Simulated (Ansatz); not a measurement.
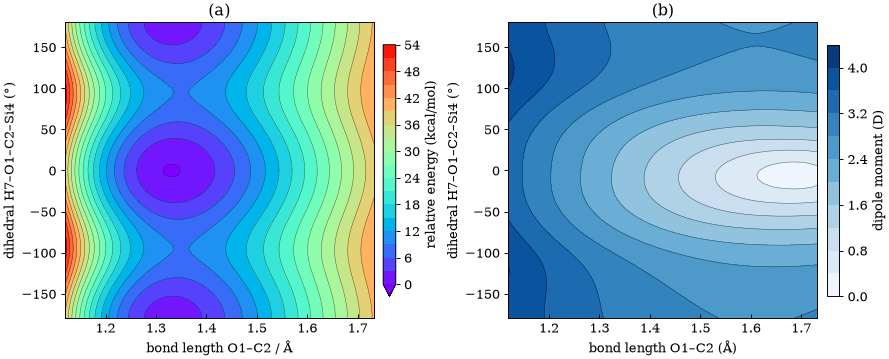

C₂H₂ClFOSi, SMILES OC1=C[Si]1(F)Cl. The first coordinate is: bond length O1–C2; the second: dihedral H7–O1–C2–Si4. Nothing is relaxed (all other coordinates rigid). Grid: 9 × 10 points. All energies are given in kcal/mol relative to the lowest grid point. Method: Ansatz, RKS r2SCAN-D4/def2-SVP.

Panel (a) is the energy and panel (b) the computed dipole moment on the same grid.

Drawn: filled contours. Between grid points the surface is interpolated.

How does the dipole moment vary over the map, and what is it at the lowest grid point?

Answer. Leaving out the highest fifth of the energies, it runs from 0.27 D at bond length O1–C2 = 1.656 Å, dihedral H7–O1–C2–Si4 = 0° to 3.66 D at bond length O1–C2 = 1.196 Å, dihedral H7–O1–C2–Si4 = 144°. At the lowest grid point, bond length O1–C2 = 1.349 Å, dihedral H7–O1–C2–Si4 = 0°, it is 1.85 D.

```tsv
dihedral H7–O1–C2–Si4 ↓, bond length O1–C2 →	1.119	1.196	1.273	1.349	1.426	1.502	1.579	1.656	1.732
144	4.02	3.66	3.36	3.13	2.95	2.84	2.79	2.79	2.84
108	4.04	3.60	3.24	2.96	2.75	2.62	2.56	2.56	2.60
72	3.73	3.24	2.82	2.49	2.23	2.07	1.98	1.97	2.01
36	3.46	2.94	2.47	2.05	1.68	1.40	1.21	1.14	1.19
0	3.40	2.85	2.33	1.85	1.39	0.96	0.57	0.27	0.33
−36	3.45	2.90	2.39	1.92	1.50	1.14	0.85	0.71	0.75
−72	3.70	3.17	2.71	2.33	2.01	1.79	1.65	1.61	1.64
−108	3.99	3.52	3.12	2.80	2.56	2.40	2.31	2.28	2.31
−144	3.97	3.59	3.28	3.02	2.83	2.71	2.65	2.64	2.68
−180	3.91	3.58	3.31	3.09	2.93	2.83	2.78	2.79	2.83
```
